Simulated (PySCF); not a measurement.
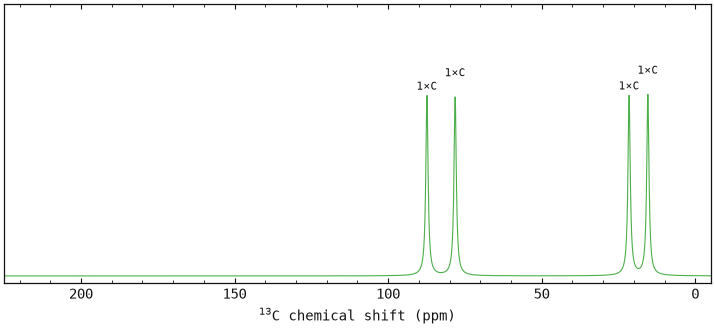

GIAO shifts, KT3/pcSseg-2, PySCF, at a PBE0-D3(BJ)/def2-TZVP geometry (no frequency check), against TMS for ¹³C computed at the same level. Gas phase, fully decoupled, line heights follow the number of nuclei, widths are arbitrary (no quadrupolar broadening); values of one conformer, averaged over methyl-type rotors and exact or near symmetry; other conformers aren't averaged in.

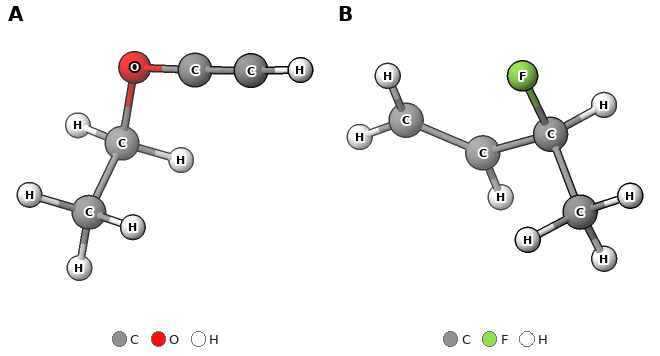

**Which molecule was computed? Choose among the lettered structures.**

Structure A, C₄H₆O, SMILES C#COCC. Its ¹³C signals: 87.4 (1 C), 78.2 (1 C), 21.5 (1 C), 15.4 (1 C) ppm.
